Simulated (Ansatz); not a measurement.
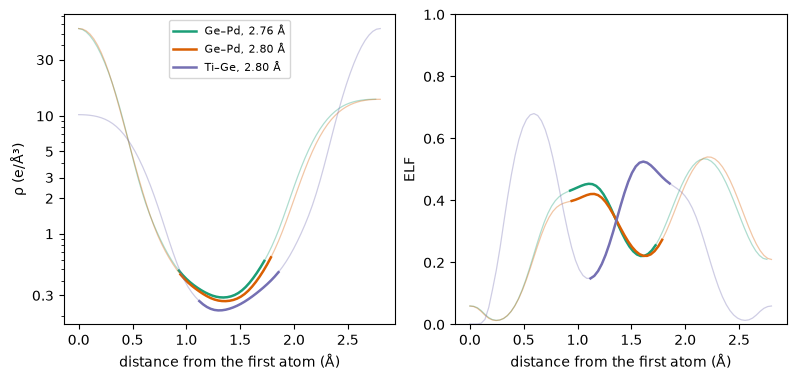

TiGe₄Pd₂. Valence electron density and electron localisation function along straight lines between neighbouring atoms. Thin, pale parts lie inside the atomic spheres.

Space group P4/mmm; a generated structure, not necessarily the stable one; changed on purpose from its base cell (volume × 1.10, shape and atoms relaxed); computed pressure about −8 GPa in this cell; spin-polarised.

The calculation used DFT PBE, scalar-relativistic, plane waves, PAW in Ansatz.

The density is the valence pseudo-density of a PAW calculation; it isn't the true density close to the nuclei.

The calculation's input:

```
crystal:
  lattice:
    - [4.5967257358, 0.0, 0.0]
    - [0.0, 4.5967257358, 0.0]
    - [0.0, 0.0, 6.2577582596]
  atoms:
    - { symbol: Ti, position: [0.5, 0.5, 0.0], spin: 0.49 }
    - { symbol: Ge, position: [0.0, 0.5, 0.7421594247] }
    - { symbol: Ge, position: [0.5, 0.0, 0.7421594247] }
    - { symbol: Ge, position: [0.0, 0.5, 0.2578405753] }
    - { symbol: Ge, position: [0.5, 0.0, 0.2578405753] }
    - { symbol: Pd, position: [0.5, 0.5, 0.5] }
    - { symbol: Pd, position: [0.0, 0.0, 0.0] }
basis:
  ecutwfc: 420
kpoints:
  mp_grid: { grid: [8, 8, 6] }
hamiltonian:
  xc: pbe
scf:
  occupations: { method: gaussian, width: 0.1 }
output:
  forces: true
  stress: true
  eigenvalues: true
  populations: true
  write_density: true
  write_potential: true
  elf: true
  volumetric_format: npy
magnetization:
  spin_polarized: true
relax:
  adjacent_minimum: "off"
  f_tol: 0.01
  max_steps: 30
  cell: { stress_tol: 0.1, fix: [volume] }
```

Run with:

```sh
ansatz run input.yaml --threads 1 --pin off --max-ram 2560MiB --backend cpu --events-out ev --progress --plain --runs-dir out
```

Below, planes, directions and counts refer to the conventional cell (a = 4.60 Å, b = 4.60 Å, c = 6.26 Å, α = 90.00°, β = 90.00°, γ = 90.00°).

The fields are those of the relaxed geometry.

Compare the contacts.

Answer. Ge–Pd (2.76 Å): ρ is about 0.29 e/Å³ halfway; the ELF is about 0.30 at the midpoint; no shared electron pair shows on this line.
Ge–Pd (2.80 Å): ρ is about 0.27 e/Å³ halfway; the ELF is about 0.30 at the midpoint; no localised pair shows between them.
Ti–Ge (2.80 Å): the density is about 0.23 e/Å³ at the midpoint; the ELF is about 0.40 at the midpoint.
